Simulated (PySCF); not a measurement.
Vertical excitations of a molecule C₈H₈ from TDA-CAM-B3LYP/def2-SVPD in PySCF, as energy in eV (oscillator strength): 3.71 (0.215), 5.36 (0.002), 5.65 (0.005), 5.81 (0.005), 5.83 (0.030), 6.24 (0.005). Lowest triplet (TDA): 1.67 eV. Geometry optimised at ωB97X-D3(BJ)/def2-SVP. The values are those of a single conformer.

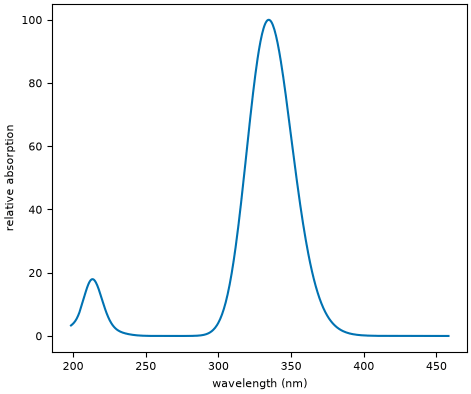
Fig. 1. The lines broadened by 0.4 eV.

### Question
Identify the compound among the candidates.
A. C#CC1=CCC=C1C
B. C1=C[C@@H]2C=CCC2=C1
C. C#CCC#CC(=C)C
D. C=c1ccccc1=C

### Answer
D, C=c1ccccc1=C
